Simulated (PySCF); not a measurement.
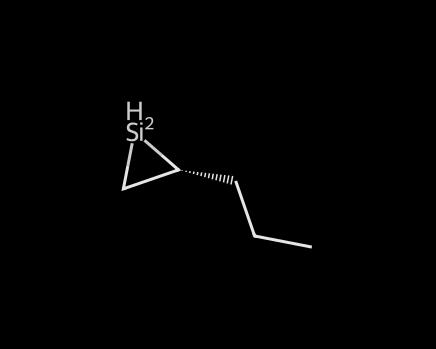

The geometry was computed by an optimisation with GFN2-xTB. No frequency run is at hand to confirm it as a minimum. Level of theory: CAM-B3LYP/def2-SVPD, gas phase (PySCF 2.14.0). Excitations: vertical, linear response.

Predict the main results.

The species is C5H12Si (`CCC[C@@H]1C[SiH2]1`).
- dipole moment: 0.12 D
- HOMO energy (Kohn–Sham orbital): −7.87 eV
- LUMO energy (Kohn–Sham orbital): 1.16 eV
- HOMO–LUMO gap: 9.03 eV
- mean static polarisability: 88.5 bohr³
- lowest vertical singlet excitation: 6.22 eV
- its oscillator strength: 0.226

The geometry is semi-empirical. Around Si such bond lengths and angles can be off by a tenth of an ångström or more and by several degrees, and values that hang on the shape move with them.
